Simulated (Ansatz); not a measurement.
System: Sb₂As.

Calculation (Ansatz 0.2.0): a formula put on the sites of a structure type, uncorrected energy per atom over the elements' standard states (H N O F Cl as gases), plane-wave PAW DFT, cell and atoms relaxed at 0 K and 0 GPa, spin start parallel or as listed, metals to 4 meV/atom. Level: PBE, no spin polarisation.

```csv
setting,value
wave cutoff,420 eV
```

The names give the starting types; a cell can relax into another structure.

Describe the result: the formation energy of each starting structure type. The cases: fluorite type; cubic Laves (C15); marcasite type.

The lowest is marcasite type, at 0.183 eV/atom; the next, fluorite type, is 0.170 eV/atom higher.

```
starting structure type  formation energy (eV/atom)  volume per atom (Å³)  final space group number
          fluorite type                       0.353                 28.35                       225
      cubic Laves (C15)                       0.701                 27.06                       227
         marcasite type                       0.183                 28.31                        58
```

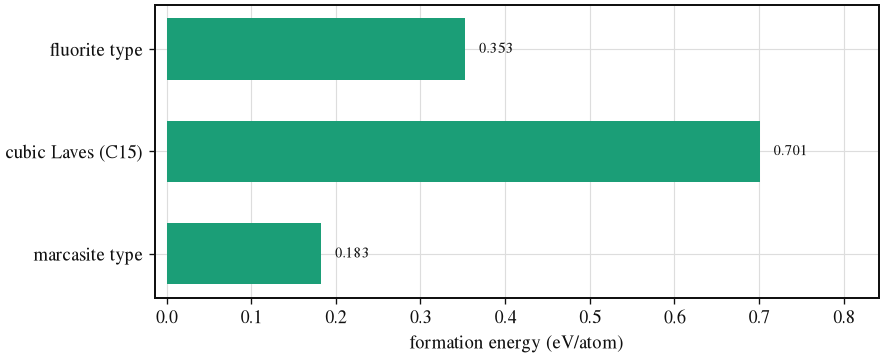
